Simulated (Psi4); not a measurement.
# CH2BCl2 (SMILES [CH2]B(Cl)Cl): a chain of runs

Wanted: a geometry optimisation (UHF/aug-cc-pVDZ), then vibrational wavenumbers of CH2BCl2. Input form: an ASE script.

The calculation is run with Psi4 1.11.

## Step 1: Starting point

CH2BCl2: 6 atoms, total charge 0, spin state doublet. As SMILES, `[CH2]B(Cl)Cl`. The coordinates come from a GFN2-xTB relaxation. The run starts from this shape.

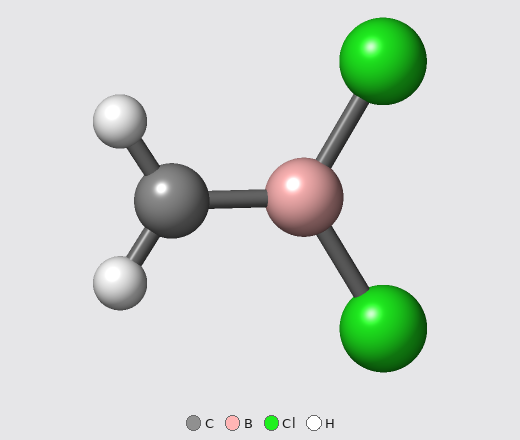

Viewed from a chosen angle; carbon grey, boron pink, chlorine green, hydrogen white.

## Step 2: A structure relaxation at UHF/aug-cc-pVDZ (density fitting) (run 1)

The input, ch2bcl2.xyz:

```xyz
6
CH2BCl2
C     -0.093530     0.844010    -0.051280
B      0.070010    -0.637970     0.039860
Cl     1.103090    -1.354990     1.244670
Cl    -0.767720    -1.700770    -1.056820
H      0.409700     1.529570     0.609410
H     -0.721560     1.320150    -0.785830
```

The input, run.py:

```python
import numpy as np
from ase.calculators.psi4 import Psi4
from ase.io import read
from ase.optimize import BFGS

mol = read('ch2bcl2.xyz')
calc = Psi4(atoms=mol, method='scf', basis='aug-cc-pVDZ', memory='1600MB', num_threads=1, charge=0, multiplicity=2, label='calc', reference='uhf')
mol.calc = calc

opt = BFGS(mol)
done = opt.run(fmax=0.01, steps=60)
print('converged:', done)
for s, p in zip(mol.symbols, mol.positions):
    print(f'{s:2s} {p[0]:12.6f} {p[1]:12.6f} {p[2]:12.6f}')
```

Launch:

```bash
$ python run.py
```

calc.dat, shortened:

```text
[...]
  Running in c1 symmetry.
[...]
  Nuclear repulsion =  167.903533078119381
[...]
  Multiplicity = 2
[...]
  Nalpha       = 24
  Nbeta        = 23
[...]
    Number of basis functions: 118
[...]
   @DF-UHF iter   1:  -982.72181575644811   -6.31098e-01   2.55039e-03 DIIS/ADIIS
[...]
   @DF-UHF iter  13:  -982.79570498625185   -3.93356e-11   9.86577e-09 DIIS
[...]
   @S^2 Observed:                7.583128499E-01
[...]
    Orbital Energies [Eh]
    ---------------------
    Alpha Occupied:
       1A   -104.840928     2A   -104.840927     3A    -11.273522
       4A    -10.568842     5A    -10.568834     6A     -8.035933
       7A     -8.035932     8A     -8.034375     9A     -8.034374
      10A     -8.033296    11A     -8.033295    12A     -7.723284
      13A     -1.143721    14A     -1.099277    15A     -0.986907
      16A     -0.688042    17A     -0.632301    18A     -0.588825
      19A     -0.546234    20A     -0.530412    21A     -0.472627
      22A     -0.470598    23A     -0.453258    24A     -0.414245
    Alpha Virtual:
      25A      0.034981    26A      0.049988    27A      0.054798
[...]
  @DF-UHF Final Energy:  -982.79570498625185
   => Energetics <=
    Nuclear Repulsion Energy =            167.9035330781193807
    One-Electron Energy =               -1689.8922641254866903
    Two-Electron Energy =                 539.1930260611154608
    Total Energy =                       -982.7957049862518488
  UHF NO Occupations:
  HONO-2 :   22  A 1.9993889
  HONO-1 :   23  A 1.9971691
[...]
 Multipole Moments:
 ------------------------------------------------------------------------------------
     Multipole            Electronic (a.u.)      Nuclear  (a.u.)        Total (a.u.)
 ------------------------------------------------------------------------------------
 L = 1.  Multiply by 2.5417464519 to convert [e a0] to [Debye]
 Dipole X            :          0.4765603           -0.5656010           -0.0890407
 Dipole Y            :         -4.3499018            5.1619682            0.8120664
 Dipole Z            :          0.2677765           -0.3176162           -0.0498397
 Magnitude           :                                                    0.8184522
[...]
  -Total Gradient:
     Atom            X                  Y                   Z
    ------   -----------------  -----------------  -----------------
       1        0.000023195624    -0.000116768582     0.000013907301
       2       -0.000005680726    -0.000178248307     0.000024988177
       3        0.000022386668     0.000098293414     0.000013111863
       4       -0.000036310706     0.000073465811    -0.000047767847
       5       -0.000033203352     0.000071987117    -0.000029454356
       6        0.000029612478     0.000051270545     0.000025214855
[...]
```

Standard output:

```text
Step     Time          Energy          fmax
BFGS:    0 hh:mm:ss   -26743.179697        1.245073
BFGS:    1 hh:mm:ss   -26743.214104        0.578230
BFGS:    2 hh:mm:ss   -26743.232161        0.165441
BFGS:    3 hh:mm:ss   -26743.233088        0.050849
BFGS:    4 hh:mm:ss   -26743.233192        0.023709
BFGS:    5 hh:mm:ss   -26743.233225        0.021248
BFGS:    6 hh:mm:ss   -26743.233269        0.019443
BFGS:    7 hh:mm:ss   -26743.233300        0.019226
BFGS:    8 hh:mm:ss   -26743.233311        0.009260
converged: True
C     -0.095401     0.870404    -0.053438
B      0.070622    -0.645512     0.039830
Cl     1.123419    -1.370640     1.268621
Cl    -0.784201    -1.723991    -1.078398
H      0.418220     1.541746     0.621290
H     -0.732668     1.327992    -0.797895
```

Wall time 33 s (1 thread of AMD EPYC 9R14 (Zen 4), shared host); peak memory 0.34 GiB.

Step by step:

| step | energy from the first frame kept (eV) | largest force (eV/Å) |
| --- | --- | --- |
| 0 | 0.0000 | 1.2451 |
| 1 | -0.0344 | 0.5782 |
| 2 | -0.0525 | 0.1654 |
| 3 | -0.0534 | 0.0509 |
| 4 | -0.0535 | 0.0237 |
| 5 | -0.0535 | 0.0212 |
| 6 | -0.0536 | 0.0194 |
| 7 | -0.0536 | 0.0192 |
| 8 | -0.0536 | 0.0093 |

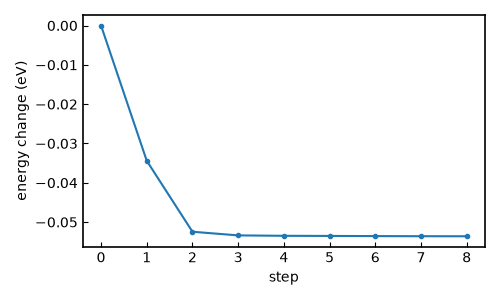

Energy along the run.

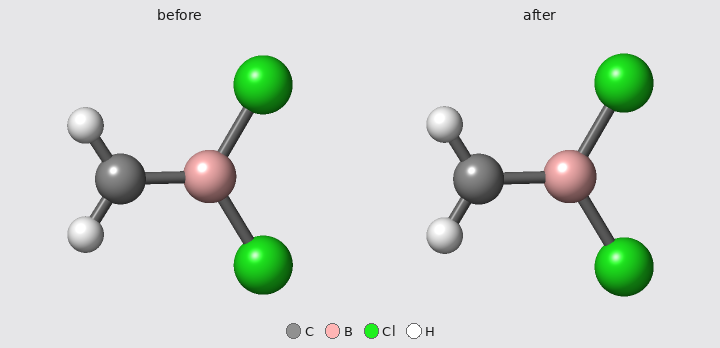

Before and after, at one scale.

After the run. Bond lengths: C1–B2 1.528 Å, B2–Cl3 1.773 Å, B2–Cl4 1.773 Å, C1–H5 1.082 Å, C1–H6 1.082 Å. Angles: C1–B2–Cl3 120.8°, C1–B2–Cl4 120.8°, Cl3–B2–Cl4 118.3°, B2–C1–H5 121.7°, B2–C1–H6 121.7°, H5–C1–H6 116.5°.

## Step 3: The harmonic vibrations at UHF/aug-cc-pVDZ (density fitting) (run 2)

The input, ch2bcl2.sdf:

```

     RDKit          3D

  6  5  0  0  0  0  0  0  0  0999 V2000
   -0.0966    0.8820   -0.0540 C   0  0  0  0  0  3  0  0  0  0  0  0
    0.0694   -0.6339    0.0392 B   0  0  0  0  0  0  0  0  0  0  0  0
    1.1222   -1.3590    1.2680 Cl  0  0  0  0  0  0  0  0  0  0  0  0
   -0.7854   -1.7124   -1.0790 Cl  0  0  0  0  0  0  0  0  0  0  0  0
    0.4170    1.5534    0.6207 H   0  0  0  0  0  0  0  0  0  0  0  0
   -0.7339    1.3396   -0.7985 H   0  0  0  0  0  0  0  0  0  0  0  0
  2  1  1  0
  3  2  1  0
  4  2  1  0
  5  1  1  0
  6  1  1  0
M  RAD  1   1   2
M  END
$$$$
```

The input, ch2bcl2_ase.py:

```python
import numpy as np
from ase.calculators.psi4 import Psi4
from ase.io import read
from ase.vibrations import Vibrations

atoms = read('ch2bcl2.sdf')
calc = Psi4(atoms=atoms, method='scf', basis='aug-cc-pVDZ', memory='1600MB', num_threads=1, charge=0, multiplicity=2, label='ch2bcl2', reference='uhf')
atoms.calc = calc

vib = Vibrations(atoms, delta=0.01)
vib.run()
vib.summary()
```

Launch:

```bash
$ python ch2bcl2_ase.py
```

ch2bcl2.dat, shortened:

```text
[...]
  Running in c1 symmetry.
[...]
  Nuclear repulsion =  167.928527244473628
[...]
  Multiplicity = 2
[...]
  Nalpha       = 24
  Nbeta        = 23
[...]
    Number of basis functions: 118
[...]
   @DF-UHF iter   1:  -982.72146699728285   -6.28489e-01   2.55785e-03 DIIS/ADIIS
[...]
   @DF-UHF iter  13:  -982.79566949367836   -3.78577e-11   9.72736e-09 DIIS
[...]
   @S^2 Observed:                7.582520011E-01
[...]
  @DF-UHF Final Energy:  -982.79566949367836
   => Energetics <=
    Nuclear Repulsion Energy =            167.9285272444736279
    One-Electron Energy =               -1689.9391656737193443
    Two-Electron Energy =                 539.2149689355674127
    Total Energy =                       -982.7956694936783606
  UHF NO Occupations:
  HONO-2 :   22  A 1.9993993
  HONO-1 :   23  A 1.9971839
[...]
 Multipole Moments:
 ------------------------------------------------------------------------------------
     Multipole            Electronic (a.u.)      Nuclear  (a.u.)        Total (a.u.)
 ------------------------------------------------------------------------------------
 L = 1.  Multiply by 2.5417464519 to convert [e a0] to [Debye]
 Dipole X            :          0.4751625           -0.5656209           -0.0904585
 Dipole Y            :         -4.3491500            5.1619979            0.8128479
 Dipole Z            :          0.2589446           -0.3080962           -0.0491516
 Magnitude           :                                                    0.8193414
[...]
  -Total Gradient:
     Atom            X                  Y                   Z
    ------   -----------------  -----------------  -----------------
       1       -0.002780710205     0.001607191062    -0.003668097063
       2       -0.000058219196    -0.000234055438     0.000064277209
       3        0.000018386203     0.000101142617     0.000031143380
       4       -0.000017697969     0.000071942384    -0.000041915227
       5       -0.000252001293     0.000275952528    -0.000153537903
       6        0.003090242459    -0.001822173154     0.003768129602
[...]
```

On the terminal:

```text
---------------------
  #    meV     cm^-1
---------------------
  0    0.7i      5.6i
  1    0.4i      3.6i
  2    0.3i      2.7i
  3    0.0       0.0
  4    0.0       0.0
  5    0.0       0.1
  6   34.8     281.0
  7   37.0     298.8
  8   37.1     299.6
  9   57.8     466.4
 10   70.6     569.1
 11   97.0     782.1
 12  100.6     811.3
 13  134.2    1082.3
 14  152.0    1225.6
 15  192.6    1553.3
 16  407.8    3288.9
 17  420.4    3391.1
---------------------
Zero-point energy: 0.871 eV
```

It took 2.2 min on 1 thread of AMD EPYC 9R14 (Zen 4), shared host; peak memory 0.43 GiB.

## Step 4: Outcome

| quantity | value |
| --- | --- |
| run 1, UHF/aug-cc-pVDZ: total energy at the end | -982.79570 Eh |
| run 1, UHF/aug-cc-pVDZ: dipole moment | 2.08 D |
| run 1, UHF/aug-cc-pVDZ: HOMO energy (highest over α and β) | -11.27 eV |
| run 1, UHF/aug-cc-pVDZ: LUMO energy (lowest over α and β) | 0.29 eV |
| run 1, UHF/aug-cc-pVDZ: ⟨S²⟩ | 0.758 |

**Reading.** The optimisation (run 1, UHF/aug-cc-pVDZ) took 8 steps and changed the energy by -0.054 eV.
